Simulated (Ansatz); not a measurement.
# C2H4ClSi (SMILES C=C[SiH]Cl): levels of theory compared

Wanted: a comparison of 6 runs (UHF/3-21G, UHF/6-311G**, UB3LYP/3-21G, UPBE0/def2-SVP, UCCSD/def2-SVP, ROCCSD/6-31++G**) of C2H4ClSi. 

The results are computed with Ansatz 0.2.0.

1 further run of the same task is left out (it didn't finish).

## Step 1: Starting point

C2H4ClSi has 8 atoms, charge 0, and is taken as a doublet. As SMILES, `C=C[SiH]Cl`. The coordinates come from a PBE0-D4/def2-TZVP relaxation.

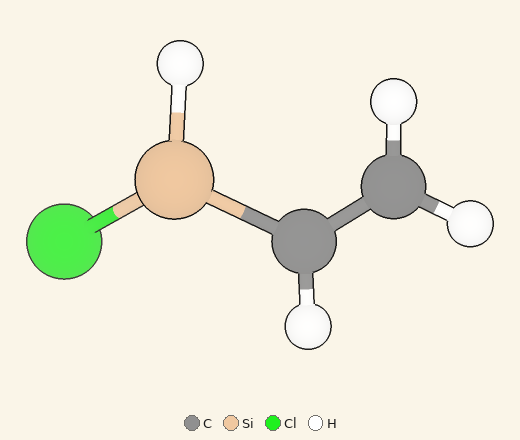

The structure, seen from a chosen angle (carbon grey, silicon light orange, chlorine green, hydrogen white).

## Step 2: Energy and forces at UHF/3-21G (run 1)

File in.yaml:

```yaml
crystal:
  periodic: [false, false, false]
  atoms:
    - {symbol: C, position_ang: [0.647000, 1.027000, -0.659700]}
    - {symbol: C, position_ang: [0.628500, -0.066700, 0.105400]}
    - {symbol: Si, position_ang: [-0.903600, -0.642600, 0.947100]}
    - {symbol: Cl, position_ang: [-1.031600, -2.697900, 0.941300]}
    - {symbol: H, position_ang: [-0.256900, 1.588200, -0.880600]}
    - {symbol: H, position_ang: [1.563900, 1.404900, -1.102500]}
    - {symbol: H, position_ang: [1.561300, -0.591000, 0.301600]}
    - {symbol: H, position_ang: [-2.116300, -0.079100, 0.291500]}
basis:
  gaussian:
    orbitals: 3-21G.json
magnetization:
  spin_polarized: true
  initial_magnetization: 1
hamiltonian:
  xc: hf
accuracy: high
output:
  forces: true
  orbitals: {seedname: orbitals}
```

The basis set 3-21G is read from a file made from the Basis Set Exchange's data (not shown).

Run with:

```bash
ansatz run in.yaml --threads 1 --pin off --max-ram 2610MiB --events-out events.jsonl --progress --plain --runs-dir runs
```

What it wrote:

```text
Warning: RAYON_NUM_THREADS=1 ignored (pool sized by the plan → 1); use --threads N
Functional definition: HF
  name "HF"
  exchange = exact_x
  correlation = 0
1203 factors; integrals over basis functions are off by at most 8.1e-9 eV
mean field evaluation 1: about -22374.2817 eV, gradient 1.5e1 eV
mean field evaluation 2: about -22374.5541 eV, gradient 1.5e1 eV
mean field evaluation 4: about -22376.2884 eV, gradient 1.8e0 eV
mean field evaluation 8: about -22376.3674 eV, gradient 4.1e-1 eV
mean field evaluation 16: about -22376.4051 eV, gradient 7.0e-5 eV
mean field -22376.40510608 eV, -822.3177203764 hartree, gradient 8.1e-8 eV, S^2 0.900653; 0 other end points of the search recorded, 0 dependent functions left out
the calculation of the forces begins
reference -22376.40510608 eV, -822.3177203764 hartree; 24, 23 occupied and 28, 29 virtual orbitals, 1203 factors
Total energy: -22376.40510608 eV, -822.3177203764 hartree
Atom 0 at     0.647000     1.027000    -0.659700 Å, force     0.102032     0.742428    -0.528903 eV/Å
Atom 1 at     0.628500    -0.066700     0.105400 Å, force     0.811942    -0.283047     0.076925 eV/Å
Atom 2 at    -0.903600    -0.642600     0.947100 Å, force    -0.448248     2.120668     0.215162 eV/Å
Atom 3 at    -1.031600    -2.697900     0.941300 Å, force    -0.182464    -2.414194     0.043981 eV/Å
Atom 4 at    -0.256900     1.588200    -0.880600 Å, force     0.385143    -0.180214     0.055577 eV/Å
Atom 5 at     1.563900     1.404900    -1.102500 Å, force    -0.391685    -0.135020     0.167639 eV/Å
Atom 6 at     1.561300    -0.591000     0.301600 Å, force    -0.364408     0.191719    -0.094691 eV/Å
Atom 7 at    -2.116300    -0.079100     0.291500 Å, force     0.087689    -0.042340     0.064309 eV/Å
Dipole moment:     0.200500     0.694861    -0.076093 e Å
```

Wall time 2.8 s (1 thread of Intel Xeon Platinum 8259CL at 2.50GHz (Skylake/Cascade Lake), shared host); peak memory 0.18 GiB.

## Step 3: Energy and forces at UHF/6-311G(d,p) (run 2)

File input.yaml:

```yaml
crystal:
  periodic: [false, false, false]
  atoms:
    - {symbol: C, position_ang: [0.647000, 1.027000, -0.659700]}
    - {symbol: C, position_ang: [0.628500, -0.066700, 0.105400]}
    - {symbol: Si, position_ang: [-0.903600, -0.642600, 0.947100]}
    - {symbol: Cl, position_ang: [-1.031600, -2.697900, 0.941300]}
    - {symbol: H, position_ang: [-0.256900, 1.588200, -0.880600]}
    - {symbol: H, position_ang: [1.563900, 1.404900, -1.102500]}
    - {symbol: H, position_ang: [1.561300, -0.591000, 0.301600]}
    - {symbol: H, position_ang: [-2.116300, -0.079100, 0.291500]}
basis:
  gaussian:
    orbitals: 6-311G_st__st_-spherical.json
magnetization:
  spin_polarized: true
  initial_magnetization: 1
hamiltonian:
  xc: hf
accuracy: high
output: {forces: true, orbitals: {seedname: orbitals}}
```

The basis set 6-311G** is read from a file made from the Basis Set Exchange's data (not shown).

Run with:

```bash
ansatz run input.yaml --threads 1 --pin off --max-ram 2610MiB --events-out events.jsonl --progress --plain --runs-dir runs
```

What it wrote:

```text
Warning: RAYON_NUM_THREADS=1 ignored (pool sized by the plan → 1); use --threads N
Functional definition: HF
  name "HF"
  exchange = exact_x
  correlation = 0
2113 factors; integrals over basis functions are off by at most 2.9e-8 eV
mean field evaluation 1: about -22487.6440 eV, gradient 2.0e1 eV
mean field evaluation 2: about -22487.6561 eV, gradient 2.0e1 eV
mean field evaluation 4: about -22490.6016 eV, gradient 2.7e0 eV
mean field evaluation 8: about -22490.7511 eV, gradient 2.9e-1 eV
mean field evaluation 16: about -22490.7705 eV, gradient 4.3e-5 eV
mean field evaluation 32: about -22481.6805 eV, gradient 1.1e1 eV
mean field evaluation 64: about -22482.2958 eV, gradient 9.6e0 eV
mean field -22490.77045500 eV, -826.5205694294 hartree, gradient 2.7e-8 eV, S^2 0.874958; 0 other end points of the search recorded, 0 dependent functions left out
the calculation of the forces begins
reference -22490.77045500 eV, -826.5205694294 hartree; 24, 23 occupied and 88, 89 virtual orbitals, 2113 factors
Total energy: -22490.77045500 eV, -826.5205694294 hartree
Atom 0 at     0.647000     1.027000    -0.659700 Å, force     0.090490     0.555545    -0.383921 eV/Å
Atom 1 at     0.628500    -0.066700     0.105400 Å, force     0.272049    -0.424368     0.193755 eV/Å
Atom 2 at    -0.903600    -0.642600     0.947100 Å, force    -0.308775     0.406951    -0.026539 eV/Å
Atom 3 at    -1.031600    -2.697900     0.941300 Å, force    -0.028750    -0.329326    -0.005054 eV/Å
Atom 4 at    -0.256900     1.588200    -0.880600 Å, force     0.283024    -0.150040     0.046938 eV/Å
Atom 5 at     1.563900     1.404900    -1.102500 Å, force    -0.278194    -0.098794     0.129726 eV/Å
Atom 6 at     1.561300    -0.591000     0.301600 Å, force    -0.239338     0.182254    -0.082152 eV/Å
Atom 7 at    -2.116300    -0.079100     0.291500 Å, force     0.209494    -0.142221     0.127247 eV/Å
Dipole moment:     0.176184     0.517671    -0.083295 e Å
```

Wall time 17 s (1 thread of Intel Xeon Platinum 8259CL at 2.50GHz (Skylake/Cascade Lake), shared host); peak memory 0.43 GiB.

Runs 3 to 5 aren't shown in full; the table further down has their settings and results.

## Step 4: The energy at ROCCSD/6-31++G(d,p) (Cartesian functions) (run 6)

File run.yaml:

```yaml
crystal:
  periodic: [false, false, false]
  atoms:
    - {symbol: C, position_ang: [0.647000, 1.027000, -0.659700]}
    - {symbol: C, position_ang: [0.628500, -0.066700, 0.105400]}
    - {symbol: Si, position_ang: [-0.903600, -0.642600, 0.947100]}
    - {symbol: Cl, position_ang: [-1.031600, -2.697900, 0.941300]}
    - {symbol: H, position_ang: [-0.256900, 1.588200, -0.880600]}
    - {symbol: H, position_ang: [1.563900, 1.404900, -1.102500]}
    - {symbol: H, position_ang: [1.561300, -0.591000, 0.301600]}
    - {symbol: H, position_ang: [-2.116300, -0.079100, 0.291500]}
basis:
  gaussian: {orbitals: "6-31++G**"}
magnetization: {spin_polarized: false, initial_magnetization: 1}
correlation: {method: ccsd}
accuracy: high
```

Run with:

```bash
ansatz run run.yaml --threads 1 --pin off --max-ram 2610MiB --events-out events.jsonl --progress --plain --runs-dir runs
```

What it wrote:

```text
Warning: RAYON_NUM_THREADS=1 ignored (pool sized by the plan → 1); use --threads N
Functional definition: HF
  name "HF"
  exchange = exact_x
  correlation = 0
2252 factors; integrals over basis functions are off by at most 4.1e-9 eV
mean field evaluation 1: about -22484.6769 eV, gradient 3.3e1 eV
mean field evaluation 2: about -22484.7616 eV, gradient 3.3e1 eV
mean field evaluation 4: about -22488.9871 eV, gradient 3.8e0 eV
mean field evaluation 8: about -22489.1976 eV, gradient 1.5e-1 eV
mean field evaluation 16: about -22489.1977 eV, gradient 2.4e-8 eV
mean field evaluation 32: about -22478.0180 eV, gradient 3.5e1 eV
mean field evaluation 64: about -22484.2733 eV, gradient 1.3e-3 eV
mean field -22489.19774139 eV, -826.4627732703 hartree, gradient 2.4e-8 eV, S^2 0.750000; 1 other end points of the search recorded, 0 dependent functions left out
mean field evaluation 96: about -22489.2759 eV, gradient 2.6e-1 eV
12 core orbitals not correlated: weight in the atoms' cores, before any rotation towards them, 1.000 or more for the frozen orbitals, at most 0.000 for the correlated occupied ones
reference -22489.19774139 eV, -826.4627732703 hartree; 12, 11 occupied and 84, 85 virtual orbitals, 2252 factors
second order -12.89834821 eV of doubles, -0.02557742 eV of singles
cycle   1  -13.70174775 eV  change   -7.8e-1 eV  update   8.6e-2
cycle   2  -14.10159836 eV  change   -4.0e-1 eV  update   3.0e-2
cycle   3  -14.18000950 eV  change   -7.8e-2 eV  update   1.4e-2
cycle   4  -14.17753789 eV  change    2.5e-3 eV  update   5.7e-3
cycle   5  -14.17786936 eV  change   -3.3e-4 eV  update   2.9e-3
cycle   6  -14.17812996 eV  change   -2.6e-4 eV  update   1.4e-3
cycle   7  -14.17840478 eV  change   -2.7e-4 eV  update   6.6e-4
cycle   8  -14.17856470 eV  change   -1.6e-4 eV  update   3.0e-4
cycle   9  -14.17849633 eV  change    6.8e-5 eV  update   1.3e-4
cycle  10  -14.17847826 eV  change    1.8e-5 eV  update   5.9e-5
cycle  11  -14.17850156 eV  change   -2.3e-5 eV  update   2.6e-5
cycle  12  -14.17850369 eV  change   -2.1e-6 eV  update   9.2e-6
cycle  13  -14.17851004 eV  change   -6.3e-6 eV  update   3.7e-6
cycle  14  -14.17851031 eV  change   -2.7e-7 eV  update   1.7e-6
cycle  15  -14.17850955 eV  change    7.5e-7 eV  update   8.5e-7
cycle  16  -14.17850943 eV  change    1.2e-7 eV  update   4.1e-7
cycle  17  -14.17850947 eV  change   -4.3e-8 eV  update   1.9e-7
cycle  18  -14.17850955 eV  change   -7.3e-8 eV  update   1.0e-7
cycle  19  -14.17850960 eV  change   -5.3e-8 eV  update   5.9e-8
cycle  20  -14.17850962 eV  change   -2.3e-8 eV  update   4.0e-8
cycle  21  -14.17850963 eV  change   -4.1e-9 eV  update   3.0e-8
cycle  22  -14.17850961 eV  change    1.9e-8 eV  update   1.2e-7
cycle  23  -14.17850962 eV  change   -1.5e-8 eV  update   2.9e-8
cycle  24  -14.17850963 eV  change   -3.2e-9 eV  update   1.2e-8
cycle  25  -14.17850963 eV  change   -2.0e-9 eV  update   6.3e-9
cycle  26  -14.17850963 eV  change  -7.6e-10 eV  update   2.9e-9
Total energy: -22503.37625102 eV, -826.9838238886 hartree
```

It took 90 s on 1 thread of Intel Xeon Platinum 8259CL at 2.50GHz (Skylake/Cascade Lake), shared host; peak memory 1.7 GiB.

## Step 5: The series

| run | level | frozen core orbitals | Cartesian functions | energy (Eh) | dipole moment (D) | HOMO energy (eV) | LUMO energy (eV) | wall time |
| --- | --- | --- | --- | --- | --- | --- | --- | --- |
| 1 | UHF/3-21G | – | no | -822.317720 | 3.49 | -8.99 | 0.94 | 2.8 s |
| 2 | UHF/6-311G** | – | no | -826.520569 | 2.66 | -8.92 | 1.18 | 17 s |
| 3 | UB3LYP/3-21G | – | no | -824.129613 | 2.90 | -5.78 | -3.12 | 11 s |
| 4 | UPBE0/def2-SVP | – | no | -827.623675 | 1.89 | -5.93 | -2.50 | 20 s |
| 5 | UCCSD/def2-SVP | 12 | no | -826.716025 | 1.82 | -8.79 | 1.43 | 1.8 min |
| 6 | ROCCSD/6-31++G** (Cartesian functions) | 12 | yes | -826.983824 | – | – | – | 90 s |

## Step 6: Outcome

```
                                           quantity          value
                                run 6: total energy  -826.98382 Eh
run 6: correlation energy (12 core orbitals frozen)     -521.1 mEh
           run 6: ⟨S²⟩ of the reference determinant          0.750
                               run 6: T1 diagnostic          0.016
```

Over runs 1, 2, 3, 4, 5 the dipole moment (its size) runs from 1.82 D (UCCSD/def2-SVP) to 3.49 D (UHF/3-21G). The two ends differ in method and basis. Totals of different functionals can't be ranked against each other. Spin contamination of the reference: run 1 ⟨S²⟩ = 0.90, run 5 ⟨S²⟩ = 0.88, run 2 ⟨S²⟩ = 0.87. All runs together took 4.2 min, the longest 1.8 min.
